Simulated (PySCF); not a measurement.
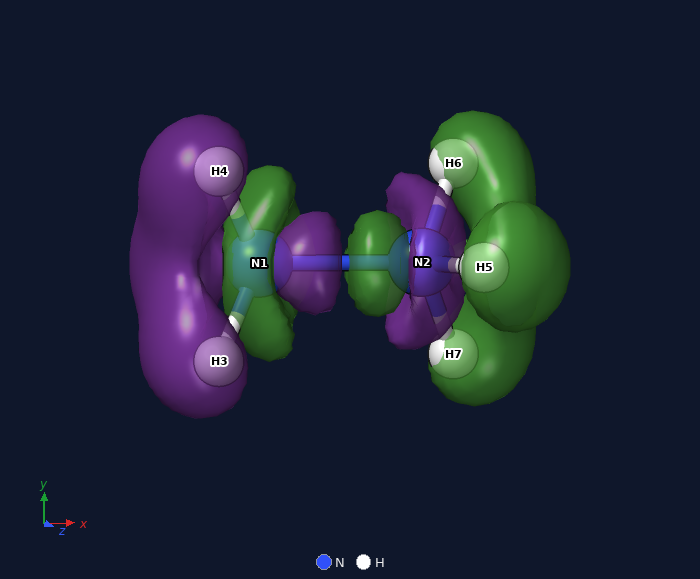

H₅N₂, charge +1, SMILES `N[NH3+]`. Change of the electron density in a uniform field of 0.21 V/Å, surfaces at ±0.002 e/Å³ (purple: gain, green: loss).

PySCF calculation, TPSSh/aug-cc-pVDZ, gas phase; geometry: GFN2-xTB. No frequency check shows the geometry to be a minimum.

The field was applied in both directions; the picture shows the one opposite to the script's first.

> Along which Cartesian direction does the field point?

Along +x: electrons gather on the −x side, against the field.

> How large is the response?

The induced dipole is 0.22 D (along the field); α along this axis, from the fields in both directions, is 21 bohr³ (3.2 Å³).

The PySCF run took 19 s on 1 thread of Arm Neoverse V2, on a shared host, peak memory 0.43 GiB.
